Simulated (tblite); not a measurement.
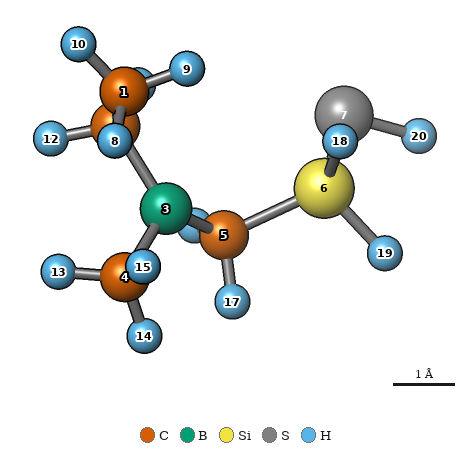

Fig. 1: The structure as given in the input (ball-and-stick view, seen at a tilt; atoms are numbered from 1 in the order of the input). Bond lengths as drawn: B–C 1.56 to 1.61 Å, C–C 1.53 Å, C–H 1.10 to 1.12 Å, C–Si 1.84 Å, H–S 1.41 Å, H–Si 1.46 to 1.48 Å and S–Si 2.17 Å.

## Geometry relaxation, with input and output: C₄H₁₃BSSi (part 1 of 3)

The run: geometry relaxation of C₄H₁₃BSSi, SMILES CCB(C)C[SiH2]S. Method and program: GFN2-xTB geometry optimisation, gas phase (tblite 0.8.0).

It belongs to a series of runs on one base structure; here: H on C replaced by CH3.

### The program's output
```
step      E/eV     max force
  0    -581.82806    2.082
  1    -582.07044    1.533
  2    -582.23335    0.788
  3    -582.28075    0.627
  4    -582.34493    0.442
  5    -582.37012    0.380
  6    -582.40389    0.472
  7    -582.42716    0.394
  8    -582.44589    0.235
  9    -582.45754    0.257
 10    -582.46803    0.238
 11    -582.47739    0.285
 12    -582.48479    0.233
 13    -582.49051    0.194
 14    -582.49524    0.154
 15    -582.49949    0.152
 16    -582.50337    0.176
 17    -582.50679    0.134
 18    -582.51000    0.141
 19    -582.51330    0.138
 20    -582.51699    0.137
 21    -582.52154    0.157
 22    -582.52721    0.160
 23    -582.53384    0.195
 24    -582.54082    0.202
 25    -582.54750    0.163
 26    -582.55375    0.180
 27    -582.55958    0.153
 28    -582.56476    0.188
 29    -582.56887    0.166
 30    -582.57167    0.092
 31    -582.57351    0.095
 32    -582.57512    0.100
 33    -582.57684    0.099
 34    -582.57865    0.097
 35    -582.58047    0.098
 36    -582.58237    0.108
 37    -582.58453    0.135
 38    -582.58672    0.121
 39    -582.58842    0.100
 40    -582.58992    0.090
 41    -582.59151    0.126
 42    -582.59423    0.187
 43    -582.59752    0.191
 44    -582.60152    0.161
 45    -582.60494    0.164
 46    -582.60854    0.196
 47    -582.61249    0.223
 48    -582.61448    0.232
 49    -582.61802    0.092
 50    -582.61973    0.078
 51    -582.62211    0.121
 52    -582.62435    0.150
 53    -582.62685    0.120
 54    -582.62844    0.080
 55    -582.62928    0.089
 56    -582.63013    0.096
 57    -582.63133    0.122
 58    -582.63260    0.092
 59    -582.63363    0.079
 60    -582.63457    0.076
 61    -582.63554    0.098
 62    -582.63698    0.101
 63    -582.63809    0.061
 64    -582.63896    0.061
 65    -582.63956    0.063
 66    -582.64033    0.082
 67    -582.64138    0.071
 68    -582.64306    0.083
 69    -582.64435    0.086
 70    -582.64568    0.088
 71    -582.64670    0.082
 72    -582.64757    0.064
 73    -582.64835    0.072
 74    -582.64923    0.064
 75    -582.65021    0.078
 76    -582.65104    0.090
 77    -582.65194    0.082
 78    -582.65275    0.061
 79    -582.65357    0.053
 80    -582.65414    0.049
 81    -582.65475    0.043
 82    -582.65507    0.038
 83    -582.65536    0.034
 84    -582.65569    0.036
 85    -582.65607    0.039
 86    -582.65639    0.047
 87    -582.65669    0.044
 88    -582.65699    0.038
 89    -582.65730    0.032
 90    -582.65752    0.028
 91    -582.65779    0.034
 92    -582.65804    0.036
 93    -582.65836    0.042
 94    -582.65868    0.036
 95    -582.65898    0.039
 96    -582.65923    0.040
 97    -582.65950    0.038
 98    -582.65976    0.031
 99    -582.65999    0.028
100    -582.66026    0.030
101    -582.66060    0.043
102    -582.66100    0.054
103    -582.66139    0.043
104    -582.66172    0.048
105    -582.66201    0.036
106    -582.66240    0.041
107    -582.66296    0.044
108    -582.66348    0.050
109    -582.66387    0.046
110    -582.66419    0.041
111    -582.66456    0.046
112    -582.66505    0.052
113    -582.66552    0.044
114    -582.66587    0.045
115    -582.66620    0.054
116    -582.66667    0.067
117    -582.66741    0.081
118    -582.66842    0.086
119    -582.66946    0.063
120    -582.67041    0.094
121    -582.67136    0.074
122    -582.67234    0.103
123    -582.67342    0.073
124    -582.67419    0.059
125    -582.67474    0.057
126    -582.67519    0.049
127    -582.67567    0.060
128    -582.67601    0.049
129    -582.67634    0.044
130    -582.67670    0.041
131    -582.67719    0.040
132    -582.67752    0.039
133    -582.67795    0.054
134    -582.67854    0.054
135    -582.67921    0.043
136    -582.67962    0.035
137    -582.67990    0.031
138    -582.68017    0.032
139    -582.68060    0.038
140    -582.68117    0.043
141    -582.68178    0.054
142    -582.68228    0.043
143    -582.68271    0.086
144    -582.68315    0.054
145    -582.68374    0.042
146    -582.68406    0.042
147    -582.68436    0.038
148    -582.68458    0.037
149    -582.68478    0.042
150    -582.68498    0.042
151    -582.68520    0.038
152    -582.68547    0.037
153    -582.68575    0.032
154    -582.68601    0.028
155    -582.68622    0.030
156    -582.68644    0.033
157    -582.68671    0.033
158    -582.68703    0.033
159    -582.68731    0.033
160    -582.68757    0.032
161    -582.68787    0.039
162    -582.68827    0.051
163    -582.68872    0.064
164    -582.68913    0.052
165    -582.68943    0.036
166    -582.68968    0.028
167    -582.68992    0.029
168    -582.69015    0.041
169    -582.69036    0.039
170    -582.69060    0.037
171    -582.69087    0.035
172    -582.69116    0.039
173    -582.69144    0.050
174    -582.69181    0.054
175    -582.69231    0.064
176    -582.69304    0.070
177    -582.69372    0.061
178    -582.69456    0.068
179    -582.69519    0.064
180    -582.69677    0.073
181    -582.69812    0.084
182    -582.69964    0.067
183    -582.70044    0.072
184    -582.70086    0.088
185    -582.70165    0.064
186    -582.70244    0.049
187    -582.70305    0.059
188    -582.70352    0.042
189    -582.70384    0.041
190    -582.70422    0.038
191    -582.70473    0.043
192    -582.70515    0.046
193    -582.70544    0.051
194    -582.70574    0.054
195    -582.70599    0.045
196    -582.70633    0.047
197    -582.70669    0.056
198    -582.70708    0.050
199    -582.70736    0.031
200    -582.70753    0.028
201    -582.70769    0.029
202    -582.70784    0.031
203    -582.70801    0.030
204    -582.70817    0.023
205    -582.70829    0.029
206    -582.70840    0.031
207    -582.70853    0.036
208    -582.70861    0.018
209    -582.70868    0.029
210    -582.70872    0.021
211    -582.70876    0.012
212    -582.70878    0.010
```

### Trajectory as extended XYZ (Å, eV, eV/Å), 24 of the 213 frames kept, from step=0 to step=212
```
20
Properties=species:S:1:pos:R:3:forces:R:3 step=0 energy=-581.82806
C    -1.8785    0.9998    1.2135   -0.1850   0.2470   0.6820
C    -1.1259    1.1780   -0.1009    0.4950  -0.7130   0.1710
B    -0.4819   -0.2671   -0.3850   -0.9260   0.7920  -1.6880
C    -1.5622   -1.3748   -0.7865    0.3510   0.1710   0.6210
C     0.9864   -0.4599   -0.8792   -0.6610  -0.5690  -1.2730
Si    2.2562   -0.3918    0.4495    1.5070  -0.5560   0.7380
S     3.5976    1.2781    0.1343    1.1990   0.0070   0.0250
H    -2.4442    0.0566    1.1548    0.1470   0.5100   0.3150
H    -1.1161    0.9276    2.0219   -0.8990   0.1520  -0.2580
H    -2.6140    1.8181    1.3891    0.7330  -0.4790   0.1510
H    -0.3553    1.9574   -0.0357   -0.5040   0.0990  -0.0230
H    -1.8880    1.4191   -0.8495    0.4750   0.1620  -0.0920
H    -2.3590   -0.8817   -1.3813    0.3430  -0.6420   0.5360
H    -1.0559   -2.1291   -1.4099   -0.7480  -0.0690   0.4880
H    -1.9848   -1.7940    0.1677    0.1710  -0.0610  -1.3010
H     1.2080    0.2626   -1.6871   -0.0830  -0.1930   0.4640
H     1.0479   -1.4690   -1.3531    0.1930   0.6470   0.2310
H     1.7158   -0.3523    1.8047    0.0350   0.1510   0.0530
H     3.1151   -1.5897    0.3161   -0.0660   0.2300   0.1380
H     4.9339    0.8225    0.2138   -1.5760   0.1130   0.0210
20
Properties=species:S:1:pos:R:3:forces:R:3 step=9 energy=-582.45754
C    -1.8787    1.0114    1.2424    0.0240   0.0490  -0.0850
C    -1.1144    1.1684   -0.0925   -0.0380  -0.1010   0.1160
B    -0.5108   -0.2318   -0.5620   -0.0970   0.0140  -0.0990
C    -1.5610   -1.4001   -0.8221    0.0850   0.0600   0.0360
C     1.0052   -0.4636   -0.9283   -0.1150   0.0290   0.0560
Si    2.3217   -0.4133    0.4476   -0.1420   0.0750  -0.0380
S     3.5883    1.3243    0.1362   -0.0970  -0.0330  -0.0090
H    -2.4794    0.1030    1.2392   -0.0210   0.1440  -0.0290
H    -1.1911    0.9462    2.0853    0.0640  -0.0110  -0.1270
H    -2.5368    1.8584    1.4215   -0.0030   0.0410  -0.0230
H    -0.4010    1.9959    0.0087    0.0000  -0.2570   0.0080
H    -1.8311    1.4896   -0.8650    0.0800  -0.0590   0.2220
H    -2.4253   -0.9998   -1.3594    0.1170  -0.1760   0.0060
H    -1.1523   -2.2424   -1.3828   -0.0850   0.1340  -0.0260
H    -1.9627   -1.8235    0.0992    0.0770   0.0730   0.0280
H     1.2887    0.2866   -1.6701    0.0270  -0.0180   0.0150
H     1.1165   -1.4428   -1.3934    0.0440   0.0150  -0.1610
H     1.7702   -0.2956    1.7923    0.0130   0.0230   0.0450
H     3.1862   -1.5899    0.3532    0.0600   0.0650   0.0250
H     4.7626    0.7298    0.2470    0.0060  -0.0660   0.0410
20
Properties=species:S:1:pos:R:3:forces:R:3 step=18 energy=-582.51000
C    -1.8764    1.0263    1.2514    0.0420   0.0210  -0.0340
C    -1.1061    1.1355   -0.0774    0.0230  -0.0530   0.0050
B    -0.5263   -0.2474   -0.6089    0.0130  -0.0020   0.0760
C    -1.5589   -1.4211   -0.8385    0.0430   0.0060   0.0190
C     0.9957   -0.4609   -0.9651   -0.0530   0.0440   0.0180
Si    2.2760   -0.4039    0.4513   -0.0920   0.0410  -0.0730
S     3.5549    1.3176    0.1239   -0.0660   0.0440  -0.0140
H    -2.5352    0.1597    1.2562    0.0540   0.0600  -0.0020
H    -1.1758    0.9400    2.0794   -0.0400  -0.0760   0.0100
H    -2.4897    1.9104    1.4185    0.0630   0.0220   0.0060
H    -0.3388    1.9073    0.0358   -0.0810  -0.0210  -0.0460
H    -1.8232    1.4957   -0.8253    0.1340   0.0440   0.0070
H    -2.4492   -1.0692   -1.3598    0.0320  -0.0540   0.0220
H    -1.1538   -2.2643   -1.3934   -0.0400  -0.0160   0.0070
H    -1.9065   -1.8033    0.1210    0.0040  -0.0530  -0.0130
H     1.3037    0.3207   -1.6650   -0.0370   0.0010   0.0110
H     1.1333   -1.4155   -1.4797    0.0380   0.0690   0.0050
H     1.7670   -0.2707    1.8140   -0.0710  -0.0050  -0.0490
H     3.2035   -1.5304    0.3750   -0.0250  -0.0680   0.0120
H     4.7009    0.6842    0.2836    0.0590  -0.0040   0.0330
20
Properties=species:S:1:pos:R:3:forces:R:3 step=28 energy=-582.56476
C    -1.8298    1.0581    1.2580    0.0170   0.0040  -0.0560
C    -1.0419    1.1001   -0.0581    0.0230  -0.0830  -0.0820
B    -0.5408   -0.3019   -0.6140    0.1260   0.0050   0.0340
C    -1.5383   -1.5134   -0.8005    0.0340   0.0860  -0.0060
C     0.9675   -0.4104   -1.0373   -0.0020  -0.0180  -0.0490
Si    2.1937   -0.3684    0.4216   -0.1450  -0.0880  -0.0820
S     3.4989    1.3210    0.0960    0.0020   0.0960   0.0070
H    -2.6115    0.3009    1.2267    0.0170   0.0700  -0.0380
H    -1.1658    0.8242    2.0892   -0.0270   0.0040  -0.0400
H    -2.2910    2.0260    1.4466   -0.0050  -0.0330   0.0820
H    -0.2126    1.8082    0.0543   -0.0910  -0.0540   0.0360
H    -1.6948    1.5243   -0.8296   -0.0310   0.0350   0.0480
H    -2.4478   -1.1887   -1.3027   -0.0720   0.0140   0.0700
H    -1.1354   -2.3370   -1.3874    0.0540  -0.0020   0.1030
H    -1.8448   -1.9113    0.1673    0.0010  -0.0200  -0.0580
H     1.2093    0.4516   -1.6661    0.0380  -0.0790   0.0110
H     1.1843   -1.3104   -1.6167   -0.0220   0.0690  -0.0240
H     1.5854   -0.2417    1.7433    0.0090   0.0660  -0.0030
H     3.0822   -1.5259    0.4156    0.0240  -0.0680  -0.0010
H     4.6281    0.7054    0.3908    0.0480  -0.0050   0.0490
20
Properties=species:S:1:pos:R:3:forces:R:3 step=37 energy=-582.58453
C    -1.8176    1.0630    1.2522   -0.0150  -0.0090  -0.0100
C    -1.0287    1.0911   -0.0605    0.0510  -0.0050  -0.0440
B    -0.5362   -0.3095   -0.6235    0.0890  -0.0030  -0.0080
C    -1.5199   -1.5357   -0.7660    0.0210   0.0300   0.0250
C     0.9614   -0.4019   -1.0924   -0.0080   0.0250  -0.0620
Si    2.1615   -0.3813    0.3885   -0.0990  -0.0800  -0.0450
S     3.4702    1.3135    0.1108    0.0950   0.0830  -0.0470
H    -2.6557    0.3737    1.1860   -0.0060   0.0080   0.0210
H    -1.1724    0.7499    2.0715   -0.0410  -0.0420  -0.0230
H    -2.2028    2.0539    1.4889   -0.0050  -0.0290   0.0080
H    -0.1857    1.7741    0.0702    0.0100   0.0490  -0.0020
H    -1.6654    1.5471   -0.8269   -0.0220  -0.0020   0.0160
H    -2.4505   -1.2246   -1.2396    0.0130  -0.0400  -0.0280
H    -1.0998   -2.3543   -1.3472   -0.0550   0.0000   0.0000
H    -1.8110   -1.9479    0.1994    0.0590   0.0450   0.0450
H     1.2124    0.4792   -1.6881   -0.0140   0.0000   0.0050
H     1.1837   -1.2711   -1.7158   -0.0470   0.0160   0.0890
H     1.5270   -0.1815    1.6881   -0.0100  -0.0230   0.0230
H     3.0229   -1.5602    0.4278    0.0060  -0.0110  -0.0040
H     4.6013    0.7334    0.4735   -0.0210  -0.0130   0.0410
20
Properties=species:S:1:pos:R:3:forces:R:3 step=46 energy=-582.60854
C    -1.8124    1.0362    1.2298   -0.0520   0.0090   0.0440
C    -1.0092    1.1065   -0.0715   -0.0300   0.0280  -0.0330
B    -0.5107   -0.2757   -0.6616   -0.0340  -0.0420  -0.0260
C    -1.4636   -1.5338   -0.6964   -0.0190  -0.0330   0.0240
C     0.9625   -0.3627   -1.1870   -0.0850  -0.0110  -0.0200
Si    2.1258   -0.3859    0.3217   -0.0950  -0.0970  -0.0280
S     3.4801    1.2713    0.0718    0.1770   0.0610  -0.0590
H    -2.7314    0.4710    1.0984    0.0140  -0.0530  -0.0340
H    -1.2286    0.5616    2.0158    0.0040   0.0010   0.0040
H    -2.0823    2.0367    1.5622    0.0050   0.0120   0.0360
H    -0.1757    1.7980    0.0786    0.0130  -0.0020   0.0040
H    -1.6525    1.5753   -0.8217   -0.0150   0.0560  -0.0630
H    -2.4332   -1.2874   -1.1276   -0.0070   0.0260   0.0610
H    -1.0769   -2.3849   -1.2531    0.0820   0.0360  -0.0160
H    -1.6620   -1.8883    0.3148   -0.0320   0.0370   0.0220
H     1.2296    0.5176   -1.7777   -0.0080  -0.0900   0.0240
H     1.1261   -1.2478   -1.8046    0.1410   0.0920   0.0370
H     1.4576   -0.1444    1.5985   -0.0030  -0.0330   0.0410
H     2.9170   -1.6098    0.4193    0.0340   0.0090  -0.0350
H     4.5347    0.7570    0.6872   -0.0900  -0.0040   0.0170
20
Properties=species:S:1:pos:R:3:forces:R:3 step=55 energy=-582.62928
C    -1.8279    1.0150    1.2080   -0.0100  -0.0150   0.0120
C    -1.0243    1.1353   -0.0940    0.0030   0.0160   0.0050
B    -0.5117   -0.2436   -0.6887   -0.0030  -0.0080   0.0080
C    -1.4414   -1.5148   -0.6412   -0.0030  -0.0310  -0.0060
C     0.9578   -0.3465   -1.2247   -0.0190   0.0220   0.0220
Si    2.1165   -0.3867    0.2862   -0.0160  -0.0430  -0.0100
S     3.5399    1.2114    0.0027    0.0380  -0.0070  -0.0030
H    -2.7611    0.4833    1.0364    0.0050   0.0230   0.0050
H    -1.2632    0.4667    1.9606    0.0230   0.0160  -0.0260
H    -2.0601    1.9979    1.6176   -0.0200  -0.0330  -0.0620
H    -0.1938    1.8251    0.0759    0.0230   0.0160   0.0030
H    -1.6678    1.6227   -0.8344    0.0180   0.0040  -0.0020
H    -2.4345   -1.3092   -1.0384    0.0110   0.0140   0.0190
H    -1.0413   -2.3665   -1.1853   -0.0050  -0.0490   0.0080
H    -1.5930   -1.8291    0.3917    0.0070  -0.0120  -0.0180
H     1.2412    0.5175   -1.8284   -0.0080  -0.0070   0.0390
H     1.1535   -1.2398   -1.8210   -0.0540   0.0700   0.0050
H     1.4532   -0.1581    1.5699    0.0390   0.0220   0.0070
H     2.8881   -1.6258    0.3718    0.0060  -0.0100  -0.0200
H     4.4648    0.7559    0.8323   -0.0350   0.0130   0.0150
```
